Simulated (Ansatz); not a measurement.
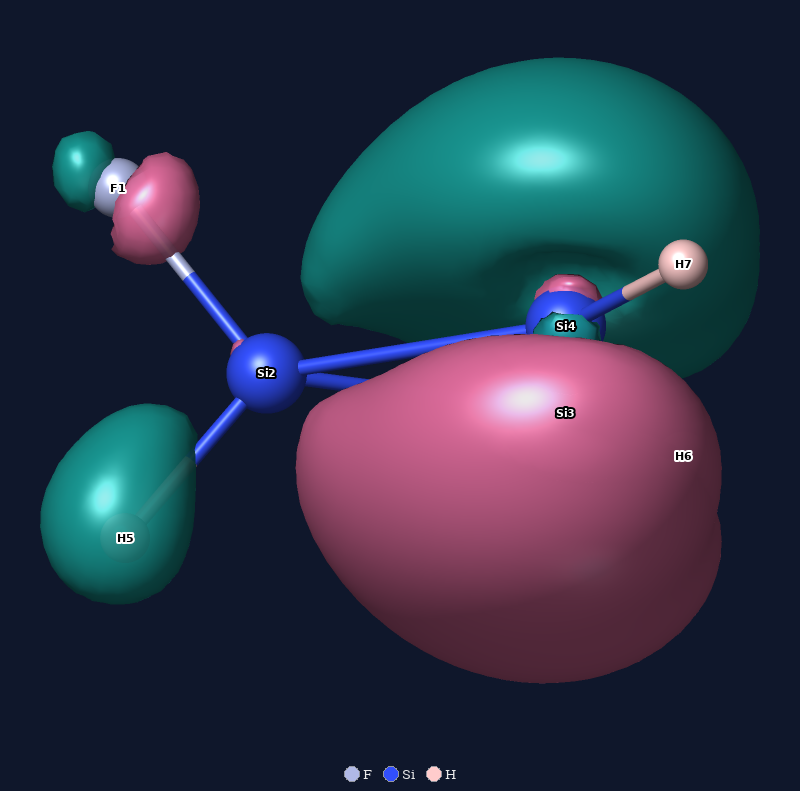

The picture shows: FH₃Si₃. The HOMO at ±0.1 Å⁻³ᐟ² (teal and pink are the two phases), seen from one side.

Geometry: PBE0-D3(BJ)/def2-SVP.

All numbers below come from isolated molecule in a Gaussian basis; Kohn-Sham density functional theory, functional PBE0 (Ansatz 0.2.0).

```xyz
7

F    -3.1822   -3.4745   -3.9805
Si   -2.1129   -2.8164   -2.9348
Si    0.0271   -3.5646   -2.7722
Si   -0.2985   -1.6467   -3.6458
H    -2.9733   -2.4357   -1.7783
H     0.9929   -4.6455   -2.4067
H     0.2799   -0.4445   -4.3203
```

Q: Describe this orbital and give its energy.

A: By Hirshfeld shares it lies mainly on Si4 (about 40 %), Si3 (about 40 %) and Si2 (about 15 %); π-bonding across Si4–Si3. Its energy is −6.59 eV.
